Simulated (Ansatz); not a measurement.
**MoNH2+ (singlet): density functionals in def2-TZVPP**

What do functionals of several rungs give for MoNH2+ (singlet)?

Method: def2-TZVPP, all electrons in the functionals, frozen cores in the correlation of double hybrids and RPA; program: Ansatz 0.2.0, Gaussian basis.

Plan: PBE, revPBE, r2SCAN, PBE0, B3LYP, wB97M-V, B2PLYP, RKS PBE0, RPA-PBE.

1 further run of the same task is left out (for a known fault of the program).

## (1) What is computed

The geometry is a PBE0/def2-TZVP stationary point (not a proven minimum). No spin-orbit coupling is included. Elements past krypton take def2 core potentials.

4 atoms, charge 1, spin multiplicity 1.

Atoms are counted from 1 here; the program's logs count them from 0.

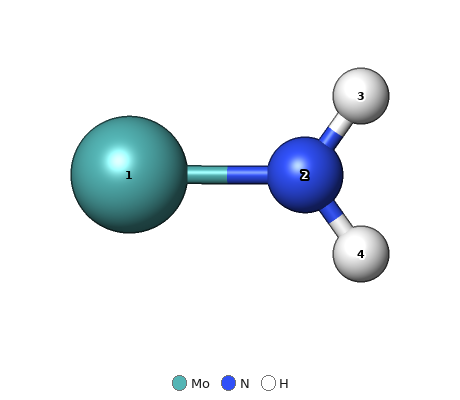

The structure; molybdenum teal, nitrogen blue, hydrogen white; atoms are numbered from 1 in the order of the file.

As a file:

```xyz
4
H2MoN
Mo    0.0000    0.0000    0.2753
N     0.0000    0.0000   -1.5745
H     0.0000    0.8341   -2.1638
H     0.0000   -0.8341   -2.1638
```

No dispersion term is added; wB97M-V holds VV10 nonlocal correlation. B3LYP takes the VWN-RPA correlation.

## (2) PBE (unrestricted)

File in.yaml:

```yaml
crystal:
  periodic: [false, false, false]
  atoms:
    - {symbol: Mo, position_ang: [0.000000, 0.000000, 0.275330]}
    - {symbol: N, position_ang: [0.000000, 0.000000, -1.574476]}
    - {symbol: H, position_ang: [0.000000, 0.834104, -2.163778]}
    - {symbol: H, position_ang: [0.000000, -0.834104, -2.163778]}
basis:
  gaussian: {orbitals: def2-TZVPP}
total_charge: 1
magnetization: {spin_polarized: true, initial_magnetization: 0}
hamiltonian: {xc: {name: PBE}}
output: {orbitals: {seedname: orbitals}}
```

Command:

```bash
$ ansatz run in.yaml --threads 2 --pin off --events-out ev --progress --plain --max-ram 15360MiB --backend cuda --devices 0, --max-vram 18GiB
```

Log:

```text
Functional definition: PBE
  name "PBE"
  cite "Perdew, Burke & Ernzerhof, Phys. Rev. Lett. 77, 3865 (1996) doi:10.1103/PhysRevLett.77.3865"
  parent pbe
  parameter kappa = 0.804
  parameter beta = 0.06672455060314922
  exchange = pbe_x(kappa = kappa, mu = beta*pi^2/3)
  correlation = pbe_c(beta = beta)
572 factors; their error is unknown
mean field evaluation 1: about -3333.9373 eV, gradient 8.8e1 eV
mean field evaluation 2: about -3102.8246 eV, gradient 1.6e2 eV
mean field evaluation 4: about -3353.1909 eV, gradient 5.5e1 eV
mean field evaluation 8: about -3364.8611 eV, gradient 1.4e1 eV
mean field evaluation 16: about -3366.7746 eV, gradient 4.7e0 eV
mean field evaluation 32: about -3368.1587 eV, gradient 2.0e-5 eV
mean field evaluation 64: about -3361.7761 eV, gradient 3.6e1 eV
mean field evaluation 96: about -3366.8075 eV, gradient 3.9e-4 eV
mean field evaluation 128: about -3367.5961 eV, gradient 3.8e-2 eV
mean field evaluation 160: about -3367.6040 eV, gradient 9.8e-1 eV
mean field evaluation 192: about -3368.1499 eV, gradient 4.2e-2 eV
mean field evaluation 224: about -3367.9122 eV, gradient 4.9e0 eV
mean field evaluation 256: about -3368.0587 eV, gradient 2.9e-2 eV
mean field evaluation 288: about -3368.0627 eV, gradient 7.1e-1 eV
mean field -3368.17653084 eV, -123.7782044763 hartree, gradient 2.2e-6 eV, S^2 1.966531; 20 other end points of the search recorded, 0 dependent functions left out
reference -3368.17657304 eV, -123.7782060270 hartree; 11, 11 occupied and 104, 104 virtual orbitals, 572 factors
Total energy: -3368.17657304 eV, -123.7782060270 hartree
```

Run time: 23 s. Hardware: 1 × H100 (card shared with other runs) with 2 threads of AMD EPYC 7R13, shared host; peak host memory 0.8 GiB.

From the report: ⟨S²⟩ of the determinant 1.967 (pure singlet: 0.00). The determinant is far from a pure spin state, so its energy mixes those of several spin states (harmless only where they are near-degenerate, as at dissociation).

## (3) revPBE (unrestricted)

Changes to in.yaml since step 2:

```diff
@@ -11,3 +11,2 @@
 magnetization: {spin_polarized: true, initial_magnetization: 0}
-hamiltonian: {xc: {name: PBE}}
-output: {orbitals: {seedname: orbitals}}
+hamiltonian: {xc: {name: revPBE}}
```

Launched as before.

Log:

```text
Functional definition: revPBE
  name "revPBE"
  cite "Zhang & Yang, Phys. Rev. Lett. 80, 890 (1998) doi:10.1103/PhysRevLett.80.890"
  cite "Perdew, Burke & Ernzerhof, Phys. Rev. Lett. 77, 3865 (1996) doi:10.1103/PhysRevLett.77.3865"
  parameter kappa = 1.245
  parameter beta = 0.06672455060314922
  exchange = pbe_x(kappa = kappa, mu = beta*pi^2/3)
  correlation = pbe_c(beta = beta)
572 factors; their error is unknown
mean field evaluation 1: about -3337.0871 eV, gradient 8.7e1 eV
mean field evaluation 2: about -3108.2354 eV, gradient 1.6e2 eV
mean field evaluation 4: about -3357.6245 eV, gradient 5.1e1 eV
mean field evaluation 8: about -3369.1836 eV, gradient 5.5e0 eV
mean field evaluation 16: about -3369.2925 eV, gradient 1.6e-1 eV
mean field evaluation 32: about -3337.0871 eV, gradient 8.7e1 eV
mean field evaluation 64: about -3370.6396 eV, gradient 7.9e-5 eV
mean field evaluation 96: about -3370.6396 eV, gradient 4.3e-4 eV
mean field evaluation 128: about -3370.0780 eV, gradient 6.8e-1 eV
mean field evaluation 160: about -3370.6330 eV, gradient 7.6e-2 eV
mean field evaluation 192: about -3369.7211 eV, gradient 6.8e-1 eV
mean field evaluation 224: about -3370.3704 eV, gradient 1.5e0 eV
mean field -3370.63956512 eV, -123.8687193166 hartree, gradient 1.8e-6 eV, S^2 1.966010; 16 other end points of the search recorded, 0 dependent functions left out
reference -3370.63961794 eV, -123.8687212576 hartree; 11, 11 occupied and 104, 104 virtual orbitals, 572 factors
Total energy: -3370.63961794 eV, -123.8687212576 hartree
```

Wall time 21 s (1 × H100 (card shared with other runs) with 2 threads of AMD EPYC 7R13, shared host); peak host memory 0.8 GiB.

From the report: ⟨S²⟩ of the determinant 1.966 (pure singlet: 0.00). The determinant is far from a pure spin state, so its energy mixes those of several spin states (harmless only where they are near-degenerate, as at dissociation).

## (4) r2SCAN (unrestricted)

Changes to in.yaml since step 3:

```diff
@@ -11,2 +11,2 @@
 magnetization: {spin_polarized: true, initial_magnetization: 0}
-hamiltonian: {xc: {name: revPBE}}
+hamiltonian: {xc: {name: r2SCAN}}
```

Same command.

Log:

```text
Functional definition: r2SCAN
  name "r2SCAN"
  cite "Furness, Kaplan, Ning, Perdew & Sun, J. Phys. Chem. Lett. 11, 8208 (2020) doi:10.1021/acs.jpclett.0c02405"
  cite "Furness, Kaplan, Ning, Perdew & Sun, J. Phys. Chem. Lett. 11, 9248 (2020) doi:10.1021/acs.jpclett.0c03077"
  parent r2scan
  parameter k0 = 0.174
  parameter k1 = 0.065
  parameter a1 = 4.9479
  exchange = r2scan_x(k0 = k0, k1 = k1, a1 = a1)
  correlation = r2scan_c
572 factors; their error is unknown
mean field evaluation 1: about -3338.5458 eV, gradient 8.2e1 eV
mean field evaluation 2: about -3124.6247 eV, gradient 1.6e2 eV
mean field evaluation 4: about -3354.8444 eV, gradient 5.3e1 eV
mean field evaluation 8: about -3367.8601 eV, gradient 2.0e0 eV
mean field evaluation 16: about -3367.8616 eV, gradient 2.1e-2 eV
mean field evaluation 32: about -3369.4306 eV, gradient 8.5e-1 eV
mean field evaluation 64: about -3369.4768 eV, gradient 5.7e-2 eV
mean field evaluation 96: about -3369.4753 eV, gradient 2.0e-1 eV
mean field evaluation 128: about -3369.5012 eV, gradient 1.8e-6 eV
mean field -3369.50122531 eV, -123.8268861002 hartree, gradient 3.6e-6 eV, S^2 1.972365; 17 other end points of the search recorded, 0 dependent functions left out
reference -3369.50123914 eV, -123.8268866085 hartree; 11, 11 occupied and 104, 104 virtual orbitals, 572 factors
Total energy: -3369.50123914 eV, -123.8268866085 hartree
```

Run time: 23 s. Hardware: 1 × H100 (card shared with other runs) with 2 threads of AMD EPYC 7R13, shared host; peak host memory 0.82 GiB.

From the report: ⟨S²⟩ of the determinant 1.972 (pure singlet: 0.00). The determinant is far from a pure spin state, so its energy mixes those of several spin states (harmless only where they are near-degenerate, as at dissociation).

## (5) PBE0 (unrestricted)

Changes to in.yaml since step 4:

```diff
@@ -11,2 +11,3 @@
 magnetization: {spin_polarized: true, initial_magnetization: 0}
-hamiltonian: {xc: {name: r2SCAN}}
+hamiltonian: {xc: {name: PBE0}}
+output: {orbitals: {seedname: orbitals}}
```

The command is unchanged.

Log:

```text
Functional definition: PBE0
  name "PBE0"
  cite "Adamo & Barone, J. Chem. Phys. 110, 6158 (1999) doi:10.1063/1.478522"
  cite "Perdew, Burke & Ernzerhof, Phys. Rev. Lett. 77, 3865 (1996) doi:10.1103/PhysRevLett.77.3865"
  parent pbe
  parameter a = 0.25
  parameter kappa = 0.804
  parameter beta = 0.06672455060314922
  exchange = (1 - a)*pbe_x(kappa = kappa, mu = beta*pi^2/3) + a*exact_x
  correlation = pbe_c(beta = beta)
642 factors; their error is unknown
mean field evaluation 1: about -3346.7171 eV, gradient 7.1e1 eV
mean field evaluation 2: about -3202.7222 eV, gradient 1.6e2 eV
mean field evaluation 4: about -3363.3158 eV, gradient 2.5e1 eV
mean field evaluation 8: about -3366.0490 eV, gradient 9.5e-2 eV
mean field evaluation 16: about -3366.1104 eV, gradient 9.7e-5 eV
mean field evaluation 32: about -3367.2602 eV, gradient 9.8e-1 eV
mean field evaluation 64: about -3367.2926 eV, gradient 8.1e-1 eV
mean field evaluation 96: about -3366.9335 eV, gradient 8.2e0 eV
mean field -3367.29163640 eV, -123.7456852056 hartree, gradient 2.4e-6 eV, S^2 1.947460; 10 other end points of the search recorded, 0 dependent functions left out
reference -3367.29166647 eV, -123.7456863104 hartree; 11, 11 occupied and 104, 104 virtual orbitals, 642 factors
Total energy: -3367.29166647 eV, -123.7456863104 hartree
```

Run time: 27 s. Hardware: 1 × H100 (card shared with other runs) with 2 threads of AMD EPYC 7R13, shared host; peak host memory 0.81 GiB.

From the report: ⟨S²⟩ of the determinant 1.947 (pure singlet: 0.00). The determinant is far from a pure spin state, so its energy mixes those of several spin states (harmless only where they are near-degenerate, as at dissociation).

## (6) B3LYP (unrestricted)

Changes to in.yaml since step 5:

```diff
@@ -11,3 +11,2 @@
 magnetization: {spin_polarized: true, initial_magnetization: 0}
-hamiltonian: {xc: {name: PBE0}}
-output: {orbitals: {seedname: orbitals}}
+hamiltonian: {xc: {name: B3LYP}}
```

Launched as before.

Log:

```text
Functional definition: B3LYP
  name "B3LYP"
  cite "Stephens, Devlin, Chabalowski & Frisch, J. Phys. Chem. 98, 11623 (1994) doi:10.1021/j100096a001"
  cite "Becke, Phys. Rev. A 38, 3098 (1988) doi:10.1103/PhysRevA.38.3098"
  cite "Lee, Yang & Parr, Phys. Rev. B 37, 785 (1988) doi:10.1103/PhysRevB.37.785"
  cite "Vosko, Wilk & Nusair, Can. J. Phys. 58, 1200 (1980) doi:10.1139/p80-159"
  parameter a0 = 0.2
  parameter ax = 0.72
  parameter ac = 0.81
  exchange = (1 - a0 - ax)*slater_x + ax*b88_x + a0*exact_x
  correlation = (1 - ac)*vwn_rpa_c + ac*lyp_c
635 factors; their error is unknown
mean field evaluation 1: about -3340.2430 eV, gradient 8.2e1 eV
mean field evaluation 2: about -3131.3681 eV, gradient 1.5e2 eV
mean field evaluation 4: about -3366.1035 eV, gradient 2.5e1 eV
mean field evaluation 8: about -3368.9806 eV, gradient 3.8e-1 eV
mean field evaluation 16: about -3369.0275 eV, gradient 2.3e-3 eV
mean field evaluation 32: about -3369.9663 eV, gradient 1.4e0 eV
mean field evaluation 64: about -3369.8283 eV, gradient 1.5e0 eV
mean field evaluation 96: about -3369.6364 eV, gradient 4.6e-2 eV
mean field evaluation 128: about -3369.3033 eV, gradient 9.7e0 eV
mean field evaluation 160: about -3369.9921 eV, gradient 9.4e-2 eV
mean field evaluation 192: about -3369.6392 eV, gradient 6.6e-1 eV
mean field evaluation 224: about -3369.8045 eV, gradient 1.4e0 eV
mean field evaluation 256: about -3369.6363 eV, gradient 1.6e-1 eV
mean field -3370.05590546 eV, -123.8472702198 hartree, gradient 2.6e-6 eV, S^2 1.924329; 24 other end points of the search recorded, 0 dependent functions left out
reference -3370.05611141 eV, -123.8472777881 hartree; 11, 11 occupied and 104, 104 virtual orbitals, 635 factors
Total energy: -3370.05611141 eV, -123.8472777881 hartree
```

Run time: 41 s. Hardware: 1 × H100 (card shared with other runs) with 2 threads of AMD EPYC 7R13, shared host; peak host memory 0.82 GiB.

From the report: ⟨S²⟩ of the determinant 1.924 (pure singlet: 0.00). The determinant is far from a pure spin state, so its energy mixes those of several spin states (harmless only where they are near-degenerate, as at dissociation).

## (7) wB97M-V (unrestricted)

Changes to in.yaml since step 6:

```diff
@@ -11,2 +11,3 @@
 magnetization: {spin_polarized: true, initial_magnetization: 0}
-hamiltonian: {xc: {name: B3LYP}}
+hamiltonian: {xc: {name: wB97M-V}}
+output: {orbitals: {seedname: orbitals}}
```

Launched as before.

Log:

```text
Functional definition: wB97M-V
  name "wB97M-V"
  cite "Mardirossian & Head-Gordon, J. Chem. Phys. 144, 214110 (2016) doi:10.1063/1.4952647"
  cite "Becke, J. Chem. Phys. 107, 8554 (1997) doi:10.1063/1.475007"
  cite "Vydrov & Van Voorhis, J. Chem. Phys. 133, 244103 (2010) doi:10.1063/1.3521275"
  # Of w^i u^j: cxij and so on, Table III.
  parameter omega = 0.3/bohr
  parameter cx = 0.15
  parameter cx01 = 1.007
  parameter cx10 = 0.259
  parameter css00 = 0.443
  parameter css04 = -1.437
  parameter css10 = -4.535
  parameter css20 = -3.390
  parameter css43 = 4.278
  parameter cos00 = 1.000
  parameter cos10 = 1.358
  parameter cos20 = 2.924
  parameter cos21 = -8.812
  parameter cos60 = -1.390
  parameter cos61 = 9.142
  parameter b = 6.0
  parameter c = 0.01
  gx(w, u) = 1 - cx + cx01*u + cx10*w
  gss(w, u) = css00 + css04*u^4 + css10*w + css20*w^2 + css43*w^4*u^3
  gos(w, u) = cos00 + cos10*w + (cos20 + cos21*u)*w^2 + (cos60 + cos61*u)*w^6
  exchange = spin_sum(e_x_unif_sr(omega)*gx(b97_w, b97_u_x)) + cx*exact_x_sr(omega) + exact_x_lr(omega)
  correlation = spin_sum(e_c_pw_mod_same_spin*gss(b97_w, b97_u_same))
      + integral(e_c_pw_mod_opposite_spin*gos(b97_w_opposite, b97_u_opposite)) + vv10(b, c)
599 factors; their error is unknown
145 factors; integrals over basis functions are off by at most 9.0e-5 eV
mean field evaluation 1: about -3346.6156 eV, gradient 6.5e1 eV
mean field evaluation 2: about -3301.9465 eV, gradient 1.1e2 eV
mean field evaluation 4: about -3362.8323 eV, gradient 5.3e0 eV
mean field evaluation 8: about -3363.0639 eV, gradient 1.3e0 eV
mean field evaluation 16: about -3365.4435 eV, gradient 2.8e-1 eV
mean field evaluation 32: about -3365.4632 eV, gradient 5.4e-1 eV
mean field evaluation 64: about -3366.0325 eV, gradient 7.5e-6 eV
mean field evaluation 96: about -3366.0169 eV, gradient 2.0e-3 eV
mean field evaluation 128: about -3366.0325 eV, gradient 7.3e-7 eV
mean field -3366.03249661 eV, -123.6994126718 hartree, gradient 7.3e-7 eV, S^2 1.901227; 8 other end points of the search recorded, 0 dependent functions left out
reference -3366.03254443 eV, -123.6994144289 hartree; 11, 11 occupied and 104, 104 virtual orbitals, 599 factors
Total energy: -3366.03254443 eV, -123.6994144289 hartree
```

Wall time 66 s (1 × H100 (card shared with other runs) with 2 threads of AMD EPYC 7R13, shared host); peak host memory 0.95 GiB.

From the report: ⟨S²⟩ of the determinant 1.901 (pure singlet: 0.00). The determinant is far from a pure spin state, so its energy mixes those of several spin states (harmless only where they are near-degenerate, as at dissociation).

## (8) B2PLYP (unrestricted)

Changes to in.yaml since step 7:

```diff
@@ -11,3 +11,3 @@
 magnetization: {spin_polarized: true, initial_magnetization: 0}
-hamiltonian: {xc: {name: wB97M-V}}
-output: {orbitals: {seedname: orbitals}}
+hamiltonian: {xc: {name: B2PLYP}}
+correlation: {electrons: outside_noble_gas}
```

The command is unchanged.

Log:

```text
Functional definition: B2PLYP
  name "B2PLYP"
  cite "Grimme, J. Chem. Phys. 124, 034108 (2006) doi:10.1063/1.2148954"
  cite "Becke, Phys. Rev. A 38, 3098 (1988) doi:10.1103/PhysRevA.38.3098"
  cite "Lee, Yang & Parr, Phys. Rev. B 37, 785 (1988) doi:10.1103/PhysRevB.37.785"
  parameter a = 0.53
  parameter c = 0.27
  exchange = (1 - a)*b88_x + a*exact_x
  correlation = (1 - c)*lyp_c + c*(mp2_os + mp2_ss)
728 factors; integrals over basis functions are off by at most 1.1e-3 eV
mean field evaluation 1: about -3344.0981 eV, gradient 6.3e1 eV
mean field evaluation 2: about -3344.1789 eV, gradient 6.2e1 eV
mean field evaluation 4: about -3357.0880 eV, gradient 2.0e1 eV
mean field evaluation 8: about -3359.1070 eV, gradient 6.4e-1 eV
mean field evaluation 16: about -3359.1264 eV, gradient 2.6e-3 eV
mean field evaluation 32: about -3359.2458 eV, gradient 8.5e-1 eV
mean field evaluation 64: about -3360.2082 eV, gradient 1.8e-7 eV
mean field evaluation 96: about -3360.1800 eV, gradient 2.5e-1 eV
mean field evaluation 128: about -3360.2113 eV, gradient 8.6e-1 eV
mean field evaluation 160: about -3360.0402 eV, gradient 3.1e0 eV
mean field evaluation 192: about -3313.5864 eV, gradient 5.8e1 eV
mean field -3360.21830210 eV, -123.4857449644 hartree, gradient 1.4e-7 eV, S^2 1.908136; 14 other end points of the search recorded, 0 dependent functions left out
5 core orbitals not correlated: weight in the atoms' cores, before any rotation towards them, 0.997 or more for the frozen orbitals, at most 0.002 for the correlated occupied ones
reference -3360.21842913 eV, -123.4857496326 hartree; 6, 6 occupied and 104, 104 virtual orbitals, 728 factors
second order -11.65088928 eV of doubles, -0.00000000 eV of singles
Total energy: -3363.36416924 eV, -123.6013534493 hartree
```

Wall time 56 s (1 × H100 (card shared with other runs) with 2 threads of AMD EPYC 7R13, shared host); peak host memory 0.8 GiB.

From the report: ⟨S²⟩ of the determinant 1.908 (pure singlet: 0.00). The determinant is far from a pure spin state, so its energy mixes those of several spin states (harmless only where they are near-degenerate, as at dissociation).

## (9) PBE0 (restricted)

Changes to in.yaml since step 8:

```diff
@@ -10,4 +10,2 @@
 total_charge: 1
-magnetization: {spin_polarized: true, initial_magnetization: 0}
-hamiltonian: {xc: {name: B2PLYP}}
-correlation: {electrons: outside_noble_gas}
+hamiltonian: {xc: {name: PBE0}}
```

Launched as before.

Log:

```text
Functional definition: PBE0
  name "PBE0"
  cite "Adamo & Barone, J. Chem. Phys. 110, 6158 (1999) doi:10.1063/1.478522"
  cite "Perdew, Burke & Ernzerhof, Phys. Rev. Lett. 77, 3865 (1996) doi:10.1103/PhysRevLett.77.3865"
  parent pbe
  parameter a = 0.25
  parameter kappa = 0.804
  parameter beta = 0.06672455060314922
  exchange = (1 - a)*pbe_x(kappa = kappa, mu = beta*pi^2/3) + a*exact_x
  correlation = pbe_c(beta = beta)
642 factors; their error is unknown
mean field evaluation 1: about -3346.7171 eV, gradient 1.0e2 eV
mean field evaluation 2: about -3202.7222 eV, gradient 2.2e2 eV
mean field evaluation 4: about -3363.3158 eV, gradient 3.6e1 eV
mean field evaluation 8: about -3366.0490 eV, gradient 1.3e-1 eV
mean field evaluation 16: about -3366.1104 eV, gradient 3.5e-4 eV
mean field evaluation 32: about -3366.0683 eV, gradient 2.3e-1 eV
mean field -3366.11039519 eV, -123.7022753917 hartree, gradient 6.6e-6 eV, S^2 0.000000; 3 other end points of the search recorded, 0 dependent functions left out
reference -3366.11042445 eV, -123.7022764668 hartree; 11, 11 occupied and 104, 104 virtual orbitals, 642 factors
Total energy: -3366.11042445 eV, -123.7022764668 hartree
```

Run time: 2.1 s. Hardware: 1 × H100 (card shared with other runs) with 2 threads of AMD EPYC 7R13, shared host; peak host memory 0.78 GiB.

## (10) RPA-PBE

Changes to in.yaml since step 9:

```diff
@@ -10,2 +10,4 @@
 total_charge: 1
-hamiltonian: {xc: {name: PBE0}}
+magnetization: {spin_polarized: true, initial_magnetization: 0}
+hamiltonian: {xc: {name: PBE}}
+correlation: {method: rpa, electrons: outside_noble_gas}
```

The command is unchanged.

Log:

```text
Functional definition: PBE
  name "PBE"
  cite "Perdew, Burke & Ernzerhof, Phys. Rev. Lett. 77, 3865 (1996) doi:10.1103/PhysRevLett.77.3865"
  parent pbe
  parameter kappa = 0.804
  parameter beta = 0.06672455060314922
  exchange = pbe_x(kappa = kappa, mu = beta*pi^2/3)
  correlation = pbe_c(beta = beta)
728 factors; integrals over basis functions are off by at most 1.1e-3 eV
mean field evaluation 1: about -3333.9163 eV, gradient 8.8e1 eV
mean field evaluation 2: about -3333.9146 eV, gradient 8.8e1 eV
mean field evaluation 4: about -3283.1673 eV, gradient 1.1e2 eV
mean field evaluation 8: about -3366.1575 eV, gradient 1.3e1 eV
mean field evaluation 16: about -3366.7629 eV, gradient 4.7e0 eV
mean field evaluation 32: about -3333.9163 eV, gradient 8.8e1 eV
mean field evaluation 64: about -3368.1432 eV, gradient 1.7e0 eV
mean field evaluation 96: about -3367.7676 eV, gradient 8.5e0 eV
mean field evaluation 128: about -3366.7698 eV, gradient 8.7e0 eV
mean field evaluation 160: about -3367.6202 eV, gradient 4.0e-1 eV
mean field evaluation 192: about -3368.1722 eV, gradient 5.0e-1 eV
mean field evaluation 224: about -3368.1751 eV, gradient 3.8e-2 eV
mean field evaluation 256: about -3368.1562 eV, gradient 6.3e-2 eV
mean field -3368.17650612 eV, -123.7782035678 hartree, gradient 2.0e-6 eV, S^2 1.966532; 14 other end points of the search recorded, 0 dependent functions left out
5 core orbitals not correlated: weight in the atoms' cores, before any rotation towards them, 0.997 or more for the frozen orbitals, at most 0.001 for the correlated occupied ones
reference -3342.84940319 eV, -122.8474497025 hartree; 6, 6 occupied and 104, 104 virtual orbitals, 728 factors
Total energy: -3358.67096532 eV, -123.4288813865 hartree
```

Run time: 12 s. Hardware: 1 × H100 (card shared with other runs) with 2 threads of AMD EPYC 7R13, shared host; peak host memory 0.87 GiB.

From the report: ⟨S²⟩ of the determinant 1.967 (pure singlet: 0.00). The determinant is far from a pure spin state, so its energy mixes those of several spin states (harmless only where they are near-degenerate, as at dissociation).

## (11) Side by side

```csv
functional,energy (eV),⟨S²⟩,time
PBE,-3368.1766,1.967,23 s
revPBE,-3370.6396,1.966,21 s
r2SCAN,-3369.5012,1.972,23 s
PBE0,-3367.2917,1.947,27 s
B3LYP,-3370.0561,1.924,41 s
wB97M-V,-3366.0325,1.901,66 s
B2PLYP,-3363.3642,1.908,56 s
RKS PBE0,-3366.1104,0.000,2.1 s
RPA-PBE,-3358.6710,1.967,12 s
```

Orbital levels of the runs that wrote orbitals: PBE HOMO -10.74, LUMO -9.54 eV; PBE0 HOMO -11.83, LUMO -8.12 eV; wB97M-V HOMO -14.07, LUMO -6.29 eV.

## (12) Summary of results

| quantity | value |
| --- | --- |
| spread of total energies | 12.0 eV |
| quickest, slowest | RKS PBE0 2.1 s, wB97M-V 66 s |

**Reading.** Total energies of different functionals can't be ranked; only differences within one functional count.
